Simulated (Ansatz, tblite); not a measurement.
# The cluster Si7O6+: competing shapes

Which shape does the cluster Si7O6+ prefer? Candidates from a tight-binding search are relaxed and compared.

Computed with Ansatz 0.2.0, Gaussian basis. Level: relaxed with r2SCAN-D4/def2-SVP, doublet.

8 further runs of the same task are left out: 3 that didn't finish, 5 set aside as unsound or not needed. Runs told in other sessions of the task aren't counted.

## 1. The system as given

13 atoms, charge 1, spin multiplicity 2.

Atoms are counted from 1 here; the program's logs count them from 0.

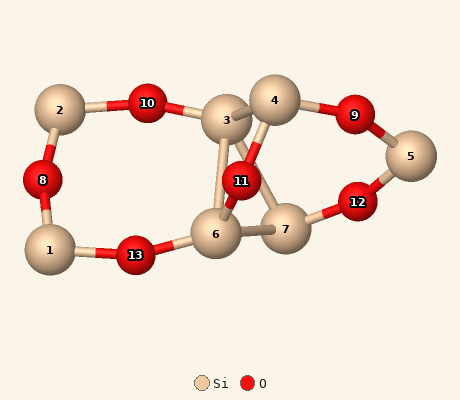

Start geometry, drawn with silicon light orange, oxygen red; atoms are numbered from 1 in the order of the file.

The ion is computed in the gas phase, without counter-ions or solvent.

A search from random starts with GFN1-xTB found 22 distinct shapes; 2 go on here. The structure above is candidate A, which lies 0.00 eV above the lowest at that level; B lies 0.30 eV above the lowest at that level.

## 2. Relaxing candidate A

The input, in.yaml:

```yaml
crystal:
  periodic: [false, false, false]
  atoms:
    - {symbol: Si, position_ang: [-3.203280, -1.525170, -0.849440]}
    - {symbol: Si, position_ang: [-3.195540, 1.101260, 1.171310]}
    - {symbol: Si, position_ang: [0.104890, 1.150640, 0.683230]}
    - {symbol: Si, position_ang: [1.589880, -0.807330, 1.661660]}
    - {symbol: Si, position_ang: [3.817890, 0.654000, -0.207980]}
    - {symbol: Si, position_ang: [0.031980, -0.924300, -0.975790]}
    - {symbol: Si, position_ang: [0.930950, 1.293930, -1.724960]}
    - {symbol: O, position_ang: [-3.449310, -0.217120, 0.183930]}
    - {symbol: O, position_ang: [3.005070, -0.144050, 1.014680]}
    - {symbol: O, position_ang: [-1.477780, 1.349900, 1.080500]}
    - {symbol: O, position_ang: [0.858300, -1.573990, 0.298260]}
    - {symbol: O, position_ang: [2.502800, 1.113620, -1.216350]}
    - {symbol: O, position_ang: [-1.515860, -1.471400, -1.119060]}
basis:
  gaussian: {orbitals: def2-SVP}
total_charge: 1
magnetization: {spin_polarized: true, initial_magnetization: 1}
hamiltonian: {xc: r2scan, dispersion: d4}
scf: {lower_state_search: "off"}
output: {orbitals: {seedname: orbitals}}
relax: {f_tol: 0.03, max_steps: 70}
```

Command:

```bash
$ ansatz run in.yaml --threads 4 --pin off --events-out ev --progress --plain --max-ram 6963MiB
```

Output, shortened:

```text
Functional definition: r2SCAN
  name "r2SCAN"
  cite "Furness, Kaplan, Ning, Perdew & Sun, J. Phys. Chem. Lett. 11, 8208 (2020) doi:10.1021/acs.jpclett.0c02405"
  cite "Furness, Kaplan, Ning, Perdew & Sun, J. Phys. Chem. Lett. 11, 9248 (2020) doi:10.1021/acs.jpclett.0c03077"
  parent r2scan
[...]
2230 factors; their error is unknown
[...]
mean field -67388.69644774 eV, -2476.4889167555 hartree, gradient 6.0e-6 eV, S^2 0.780033; 0 other end points of the search recorded, 0 dependent functions left out
[...]
reference -67388.69646565 eV, -2476.4889174136 hartree; 73, 72 occupied and 137, 138 virtual orbitals, 2230 factors
relax step   1: F+E_penalty+E_count = -67388.95555397 eV  Δ(F+E_penalty+E_count) = +0.000e0 eV  max|allowed force component| = 1.053e0 eV/Å  Δτ_max = 0.0000 Å  (32 SCF iters, accepted)
[...]
relax step   4: F+E_penalty+E_count = -67389.19715302 eV  Δ(F+E_penalty+E_count) = -4.819e-2 eV  max|allowed force component| = 2.002e-1 eV/Å  Δτ_max = 0.0550 Å  (34 SCF iters, accepted)
[...]
relax step   7: F+E_penalty+E_count = -67389.24723558 eV  Δ(F+E_penalty+E_count) = +1.466e-3 eV  max|allowed force component| = 4.121e-1 eV/Å  Δτ_max = 0.1081 Å  (34 SCF iters, rejected (line search))
[...]
relax step  10: F+E_penalty+E_count = -67389.27704762 eV  Δ(F+E_penalty+E_count) = -2.115e-3 eV  max|allowed force component| = 1.116e-1 eV/Å  Δτ_max = 0.1098 Å  (35 SCF iters, accepted)
[...]
relax step  13: F+E_penalty+E_count = -67389.28185153 eV  Δ(F+E_penalty+E_count) = -1.489e-3 eV  max|allowed force component| = 2.872e-2 eV/Å  Δτ_max = 0.0299 Å  (29 SCF iters, accepted)
Total energy: -67389.28186926 eV, -2476.5104305995 hartree
Atom 0 at    -3.127117    -1.522680    -0.920234 Å, force     0.012006    -0.000666    -0.003361 eV/Å
Atom 1 at    -3.202466     1.110122     1.169677 Å, force     0.012102    -0.001467     0.002971 eV/Å
Atom 2 at    -0.035951     1.178117     0.695881 Å, force    -0.028720     0.017035    -0.013782 eV/Å
Atom 3 at     1.527525    -0.597999     1.539046 Å, force     0.026671    -0.008461     0.010612 eV/Å
Atom 4 at     3.801164     0.532313    -0.308444 Å, force    -0.006623    -0.009101     0.005955 eV/Å
Atom 5 at    -0.078066    -0.851862    -0.878083 Å, force    -0.012458    -0.007403     0.003097 eV/Å
Atom 6 at     0.792572     1.261606    -1.602332 Å, force     0.019477     0.000065     0.005248 eV/Å
Atom 7 at    -3.024102    -0.189700     0.113197 Å, force     0.012462     0.006935     0.001559 eV/Å
Atom 8 at     3.054595    -0.188318     1.042088 Å, force    -0.013709     0.008589     0.001291 eV/Å
Atom 9 at    -1.519592     1.520572     1.293394 Å, force     0.003387    -0.012498    -0.002946 eV/Å
Atom 10 at     0.882355    -1.573230     0.245893 Å, force     0.002301    -0.005439    -0.001159 eV/Å
Atom 11 at     2.365723     0.970087    -1.111550 Å, force    -0.013319     0.007189    -0.007993 eV/Å
Atom 12 at    -1.436649    -1.649037    -1.278544 Å, force    -0.013577     0.005221    -0.001493 eV/Å
Dipole moment:    -0.231521     0.225877    -0.058998 e Å
Checks for a lower state left out: stability, starts, cluster_reference, orbital_swaps, neighbouring_geometries, increment
```

Run time: 5.3 min. Hardware: 4 threads of Arm Neoverse N1, shared host.

The steps of the relaxation: (the energy doesn't fall at every step)

```tsv
step	energy from step 1 (eV)	largest force component (eV/Å)
1	0.0000	1.0531
2	-0.1457	0.7413
3	-0.1934	0.4698
4	-0.2416	0.2002
5	-0.2622	0.3826
6	-0.2931	0.1618
7	-0.2917	0.4121
8	-0.3079	0.0606
9	-0.3194	0.1007
10	-0.3215	0.1116
11	-0.3235	0.0724
12	-0.3248	0.0653
13	-0.3263	0.0287
```

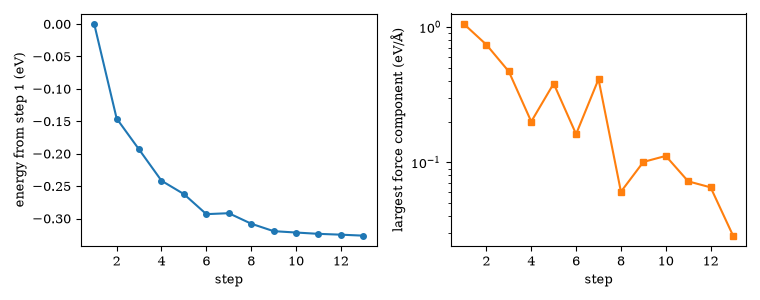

Energy and force, step by step.

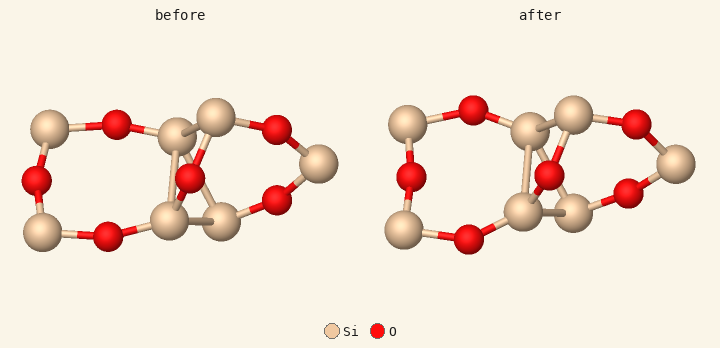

Before and after, at one scale.

Distances of close pairs at the start and the end, largest changes first:

```tsv
bond	before (Å)	after (Å)	change (Å)
Si3–Si4	2.645	2.512	-0.133
Si6–Si7	2.508	2.398	-0.110
Si3–Si7	2.550	2.444	-0.106
Si3–Si6	2.658	2.569	-0.089
Si4–O9	1.692	1.657	-0.034
Si5–O9	1.671	1.703	+0.032
Si1–O13	1.710	1.733	+0.023
Si6–O13	1.648	1.625	-0.023
```

## 3. Relaxing candidate B

The input, in.yaml:

```yaml
crystal:
  periodic: [false, false, false]
  atoms:
    - {symbol: Si, position_ang: [1.800500, 1.126390, 1.107110]}
    - {symbol: Si, position_ang: [-0.565130, -0.746970, 2.443170]}
    - {symbol: Si, position_ang: [-0.904760, -1.566180, -0.080540]}
    - {symbol: Si, position_ang: [2.325870, -1.723870, -0.398100]}
    - {symbol: Si, position_ang: [-0.133640, 2.285530, -0.464840]}
    - {symbol: Si, position_ang: [-2.312940, 0.362250, 1.092300]}
    - {symbol: Si, position_ang: [-0.934020, 0.165550, -2.819990]}
    - {symbol: O, position_ang: [0.670770, 0.284140, 2.134490]}
    - {symbol: O, position_ang: [-1.423860, 1.598330, 0.482120]}
    - {symbol: O, position_ang: [-1.234860, -1.000910, -1.612610]}
    - {symbol: O, position_ang: [0.670010, -2.086100, -0.207020]}
    - {symbol: O, position_ang: [2.410620, -0.164580, 0.231730]}
    - {symbol: O, position_ang: [-0.368550, 1.466420, -1.907820]}
basis:
  gaussian: {orbitals: def2-SVP}
total_charge: 1
magnetization: {spin_polarized: true, initial_magnetization: 1}
hamiltonian: {xc: r2scan, dispersion: d4}
scf: {lower_state_search: "off"}
output: {orbitals: {seedname: orbitals}}
relax: {f_tol: 0.03, max_steps: 70}
```

Same command.

Output, shortened:

```text
Functional definition: r2SCAN
  name "r2SCAN"
  cite "Furness, Kaplan, Ning, Perdew & Sun, J. Phys. Chem. Lett. 11, 8208 (2020) doi:10.1021/acs.jpclett.0c02405"
  cite "Furness, Kaplan, Ning, Perdew & Sun, J. Phys. Chem. Lett. 11, 9248 (2020) doi:10.1021/acs.jpclett.0c03077"
  parent r2scan
[...]
2230 factors; their error is unknown
[...]
mean field -67388.21068505 eV, -2476.4710653059 hartree, gradient 2.1e-6 eV, S^2 0.902879; 0 other end points of the search recorded, 0 dependent functions left out
[...]
reference -67388.21070178 eV, -2476.4710659207 hartree; 73, 72 occupied and 137, 138 virtual orbitals, 2230 factors
relax step   1: F+E_penalty+E_count = -67388.50664013 eV  Δ(F+E_penalty+E_count) = +0.000e0 eV  max|allowed force component| = 9.666e-1 eV/Å  Δτ_max = 0.0000 Å  (65 SCF iters, accepted)
[...]
Atom 5 at    -2.247334    -0.071045     1.451802 Å, force     0.003260     0.002558    -0.002668 eV/Å
Atom 6 at    -0.878256     0.219723    -3.111171 Å, force     0.004780     0.006777    -0.004199 eV/Å
Atom 7 at     0.829818     0.342049     2.373277 Å, force     0.024416     0.018665    -0.000962 eV/Å
Atom 8 at    -1.065292     0.736091     0.218100 Å, force     0.000169    -0.011769     0.005620 eV/Å
Atom 9 at    -1.494634    -0.867124    -1.939106 Å, force     0.001672     0.000939     0.008452 eV/Å
Atom 10 at     0.405891    -1.612475    -0.207930 Å, force    -0.003312    -0.000694    -0.007446 eV/Å
Atom 11 at     2.400435    -0.125037     0.354998 Å, force     0.011568     0.014016     0.007424 eV/Å
Atom 12 at    -0.077725     1.306395    -2.045282 Å, force     0.000475    -0.008331    -0.011565 eV/Å
Dipole moment:    -0.190134     0.018662     0.657301 e Å
Checks for a lower state left out: stability, starts, cluster_reference, orbital_swaps, neighbouring_geometries, increment
```

Wall time 11 min (4 threads of Arm Neoverse N1, shared host).

Along the way: (the energy doesn't fall at every step)

```tsv
step	energy from step 1 (eV)	largest force component (eV/Å)
1	0.0000	0.9666
2	-0.1454	0.8069
3	-0.2224	0.2604
4	-0.2608	0.2464
5	-0.2800	0.1563
6	-0.3071	0.2327
7	-0.3360	0.2230
8	-0.3881	0.7234
9	-0.3515	0.4922
10	-0.4247	0.3385
11	-0.4344	0.1438
12	-0.4407	0.0894
13	-0.4480	0.0996
14	-0.4570	0.2140
15	-0.4981	0.7000
16	-0.5843	0.4566
17	-0.5318	2.2027
18	-0.6521	0.7208
19	-0.6755	0.4489
20	-0.6126	1.2369
21	-0.6982	0.3584
22	-0.6982	0.1614
23	-0.7042	0.0372
24	-0.7048	0.0488
25	-0.7052	0.0244
```

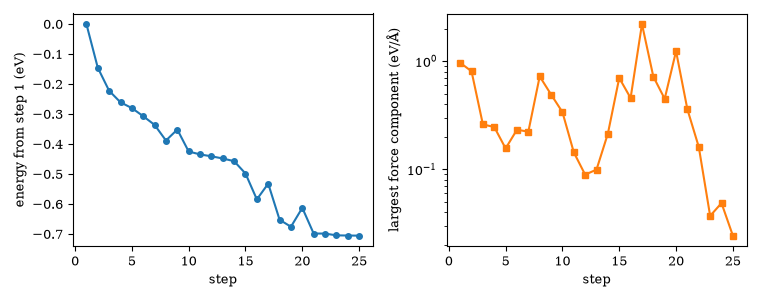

Energy and force, step by step.

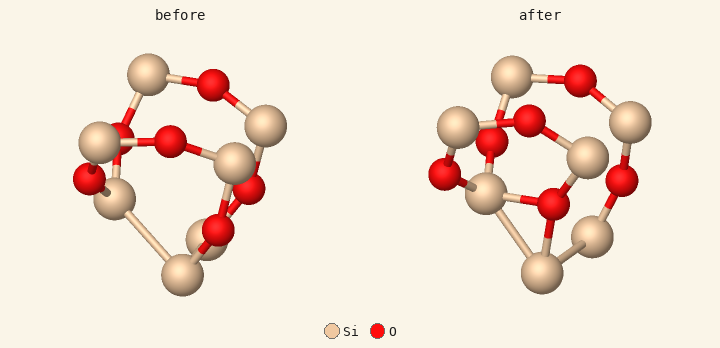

The geometry before (left) and after (right).

Distances of close pairs at the start and the end, largest changes first:

```tsv
bond	before (Å)	after (Å)	change (Å)
Si3–O9	3.256	1.812	-1.444
Si3–Si6	2.660	2.315	-0.345
Si6–O9	1.640	1.890	+0.249
Si5–O9	1.742	1.812	+0.070
Si2–Si6	2.472	2.515	+0.043
Si7–O13	1.686	1.720	+0.033
Si1–O8	1.744	1.716	-0.028
Si3–O11	1.663	1.643	-0.020
```

## 4. The relaxed candidates

```tsv
candidate	point group	bonds (count, mean Å)	energy above the lowest (kJ/mol)
A	C1	O–Si 12, 1.69; Si–Si 4, 2.48	0.0
B	C1	O–Si 13, 1.72; Si–Si 2, 2.42	6.8
```

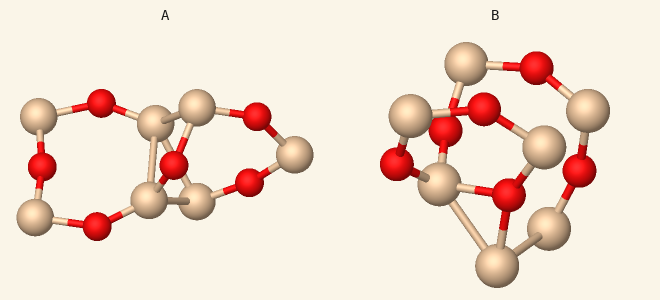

The candidates after relaxation.

## 5. Candidate B, GFN1-xTB

Tight binding, by tblite at 300 K electronic temperature and without a spin-polarisation term:

```python
tblite.interface.Calculator('GFN1-xTB', numbers, positions, charge=1, uhf=1).singlepoint()
```

Energy -1125.4778 eV; 0.037 s.

## 6. Candidate B, GFN2-xTB

Tight binding, by tblite at 300 K electronic temperature and without a spin-polarisation term:

```python
tblite.interface.Calculator('GFN2-xTB', numbers, positions, charge=1, uhf=1).singlepoint()
```

Energy -994.3207 eV; 0.049 s.

## 7. Candidate B, PBE0-D4/def2-SVP

start.molden holds the orbitals of an earlier run on this state, given as this run's starting guess.

The input, in.yaml:

```yaml
crystal:
  periodic: [false, false, false]
  atoms:
    - {symbol: Si, position_ang: [1.736092, 1.158665, 1.167072]}
    - {symbol: Si, position_ang: [-0.350434, -0.586656, 3.020766]}
    - {symbol: Si, position_ang: [-1.107219, -0.986150, -0.343158]}
    - {symbol: Si, position_ang: [2.105707, -1.648423, -0.336397]}
    - {symbol: Si, position_ang: [-0.257041, 2.133985, -0.602972]}
    - {symbol: Si, position_ang: [-2.247334, -0.071045, 1.451802]}
    - {symbol: Si, position_ang: [-0.878256, 0.219723, -3.111171]}
    - {symbol: O, position_ang: [0.829818, 0.342049, 2.373277]}
    - {symbol: O, position_ang: [-1.065292, 0.736091, 0.218100]}
    - {symbol: O, position_ang: [-1.494634, -0.867124, -1.939106]}
    - {symbol: O, position_ang: [0.405891, -1.612475, -0.207930]}
    - {symbol: O, position_ang: [2.400435, -0.125037, 0.354998]}
    - {symbol: O, position_ang: [-0.077725, 1.306395, -2.045282]}
basis:
  gaussian: {orbitals: def2-SVP, initial_orbitals: start.molden}
total_charge: 1
magnetization: {spin_polarized: true, initial_magnetization: 1}
hamiltonian: {xc: pbe0, dispersion: d4}
scf: {omitted_lower_state_checks: [starts]}
output: {orbitals: {seedname: orbitals}}
```

Launched as before.

Output, shortened:

```text
Functional definition: PBE0
  name "PBE0"
  cite "Adamo & Barone, J. Chem. Phys. 110, 6158 (1999) doi:10.1063/1.478522"
  cite "Perdew, Burke & Ernzerhof, Phys. Rev. Lett. 77, 3865 (1996) doi:10.1103/PhysRevLett.77.3865"
  parent pbe
[...]
1921 factors; integrals over basis functions are off by at most 5.7e-4 eV
[...]
mean field -67363.51543283 eV, -2475.5635315257 hartree, gradient 3.2e-5 eV, S^2 0.786037; 0 other end points of the search recorded, 0 dependent functions left out
reference -67363.51546772 eV, -2475.5635328079 hartree; 73, 72 occupied and 137, 138 virtual orbitals, 1921 factors
Total energy: -67364.52679731 eV, -2475.6006984849 hartree
Checks for a lower state left out: starts
```

Wall time 37 s (4 threads of Arm Neoverse N1, shared host); peak memory 1.1 GiB.

From the report: HOMO -10.38 eV, LUMO -7.90 eV (over both spins); ⟨S²⟩ 0.786 (pure: 0.75).

## 8. Candidate B, PBE-D4/def2-SVP

in.yaml, as its differences from that of step 7:

```diff
@@ -20,4 +20,4 @@
 magnetization: {spin_polarized: true, initial_magnetization: 1}
-hamiltonian: {xc: pbe0, dispersion: d4}
+hamiltonian: {xc: pbe, dispersion: d4}
 scf: {omitted_lower_state_checks: [starts]}
-output: {orbitals: {seedname: orbitals}}
+output: {forces: true, orbitals: {seedname: orbitals}}
```

Launched as before.

Output, shortened:

```text
Functional definition: PBE
  name "PBE"
  cite "Perdew, Burke & Ernzerhof, Phys. Rev. Lett. 77, 3865 (1996) doi:10.1103/PhysRevLett.77.3865"
  parent pbe
[...]
2230 factors; their error is unknown
[...]
mean field -67359.66908750 eV, -2475.4221809421 hartree, gradient 2.2e-5 eV, S^2 0.763782; 0 other end points of the search recorded, 0 dependent functions left out
[...]
reference -67359.66913351 eV, -2475.4221826327 hartree; 73, 72 occupied and 137, 138 virtual orbitals, 2230 factors
Total energy: -67360.81483410 eV, -2475.4642863531 hartree
Atom 0 at     1.736092     1.158665     1.167072 Å, force     0.011076     0.542255    -0.066118 eV/Å
Atom 1 at    -0.350434    -0.586656     3.020766 Å, force    -0.279171    -0.287735     0.221402 eV/Å
Atom 2 at    -1.107219    -0.986150    -0.343158 Å, force    -0.231929    -0.238756     0.275540 eV/Å
Atom 3 at     2.105707    -1.648423    -0.336397 Å, force     0.213799    -0.331024    -0.178948 eV/Å
Atom 4 at    -0.257041     2.133985    -0.602972 Å, force     0.090227     0.389249     0.237586 eV/Å
Atom 5 at    -2.247334    -0.071045     1.451802 Å, force    -0.227392     0.000121     0.158691 eV/Å
Atom 6 at    -0.878256     0.219723    -3.111171 Å, force    -0.017032     0.022768    -0.428396 eV/Å
Atom 7 at     0.829818     0.342049     2.373277 Å, force     0.146047     0.086548     0.142319 eV/Å
Atom 8 at    -1.065292     0.736091     0.218100 Å, force    -0.054925     0.198799     0.147736 eV/Å
Atom 9 at    -1.494634    -0.867124    -1.939106 Å, force    -0.286056    -0.269587    -0.255713 eV/Å
Atom 10 at     0.405891    -1.612475    -0.207930 Å, force     0.056779    -0.253923     0.029553 eV/Å
Atom 11 at     2.400435    -0.125037     0.354998 Å, force     0.325792     0.030349    -0.056223 eV/Å
Atom 12 at    -0.077725     1.306395    -2.045282 Å, force     0.252784     0.110934    -0.227430 eV/Å
Dipole moment:    -0.186516     0.023702     0.608214 e Å
Checks for a lower state left out: starts
```

It took 20 s on 4 threads of Arm Neoverse N1, shared host.

HOMO -9.37 eV, LUMO -8.59 eV (over both spins); ⟨S²⟩ 0.764 (pure: 0.75).

## 9. Candidate B, r2SCAN-D4/def2-SVP

in.yaml, as its differences from that of step 8:

```diff
@@ -20,4 +20,4 @@
 magnetization: {spin_polarized: true, initial_magnetization: 1}
-hamiltonian: {xc: pbe, dispersion: d4}
+hamiltonian: {xc: r2scan, dispersion: d4}
 scf: {omitted_lower_state_checks: [starts]}
-output: {forces: true, orbitals: {seedname: orbitals}}
+output: {orbitals: {seedname: orbitals}}
```

Launched as before.

Output:

```text
Functional definition: r2SCAN
  name "r2SCAN"
  cite "Furness, Kaplan, Ning, Perdew & Sun, J. Phys. Chem. Lett. 11, 8208 (2020) doi:10.1021/acs.jpclett.0c02405"
  cite "Furness, Kaplan, Ning, Perdew & Sun, J. Phys. Chem. Lett. 11, 9248 (2020) doi:10.1021/acs.jpclett.0c03077"
  parent r2scan
  parameter k0 = 0.174
  parameter k1 = 0.065
  parameter a1 = 4.9479
  exchange = r2scan_x(k0 = k0, k1 = k1, a1 = a1)
  correlation = r2scan_c
these checks for a lower state are left out or cut short: starts
2230 factors; their error is unknown
mean field evaluation 1: about -67389.0394 eV, gradient 4.4e0 eV
mean field evaluation 2: about -67389.1451 eV, gradient 1.8e-1 eV
mean field evaluation 4: about -67388.9268 eV, gradient 9.4e-3 eV
mean field evaluation 8: about -67388.9268 eV, gradient 4.7e-5 eV
mean field -67388.92677335 eV, -2476.4973810655 hartree, gradient 9.7e-6 eV, S^2 0.797669; 0 other end points of the search recorded, 0 dependent functions left out
reference -67388.92679004 eV, -2476.4973816789 hartree; 73, 72 occupied and 137, 138 virtual orbitals, 2230 factors
Total energy: -67389.21179862 eV, -2476.5078555510 hartree
Checks for a lower state left out: starts
```

Wall time 48 s (4 threads of Arm Neoverse N1, shared host); peak memory 0.64 GiB.

Report: HOMO -9.72 eV, LUMO -8.50 eV (over both spins); ⟨S²⟩ 0.798 (pure: 0.75).

## 10. B against A

The energies of A at these levels come from its own runs, whose logs aren't repeated here.

```tsv
level	B above A (kJ/mol)	time
GFN1-xTB	+110.7	0.075 s
GFN2-xTB	-25.2	0.095 s
PBE-D4/def2-SVP	-0.3	37 s
r2SCAN-D4/def2-SVP	+6.8	90 s
PBE0-D4/def2-SVP	-7.8	81 s
```

Times add the two runs; a level without a time comes out of a correlated run.

## 11. Outcome

| quantity | value |
| --- | --- |
| B above A, range of the levels free of doubt, tight binding aside | -7.8 to +6.8 kJ/mol |
| levels that put B lower | GFN2-xTB, PBE-D4/def2-SVP, PBE0-D4/def2-SVP |

The levels disagree on B and A: 3 of 5 put B lower. A random search of this size may have missed the true lowest shape. Only doublets are compared; another spin may lie lower and prefer another shape.
